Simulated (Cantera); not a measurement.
Input: 1 mol acetone, 0.32 mol NH3, 46 mol H2, at 0.400 bar.

Method: chemical equilibrium by Gibbs-energy minimisation in Cantera with the NASA 1993 tables (ideal gas, pure condensed phases). Candidate condensed phases: C, C6H6, C7H8, C8H18, H2O; 136 gas species. The feed counts by its element totals alone. Kinetics and transport are ignored.

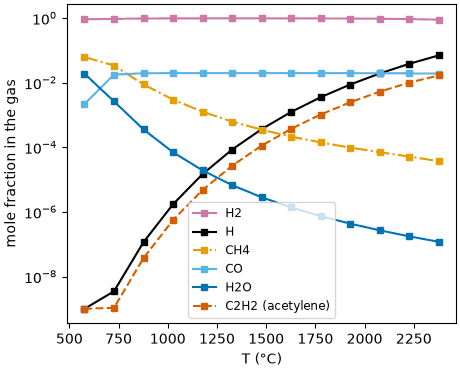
Figure. Equilibrium gas composition (values under 1e-9 drawn at 1e-9)

### Question
Read off the mole fractions at 2377 °C.

### Answer
H2 about 0.89, H about 0.070, CO about 0.019, C2H2 (acetylene) about 0.017, CH4 about 3.7e-5, H2O about 1.2e-7.
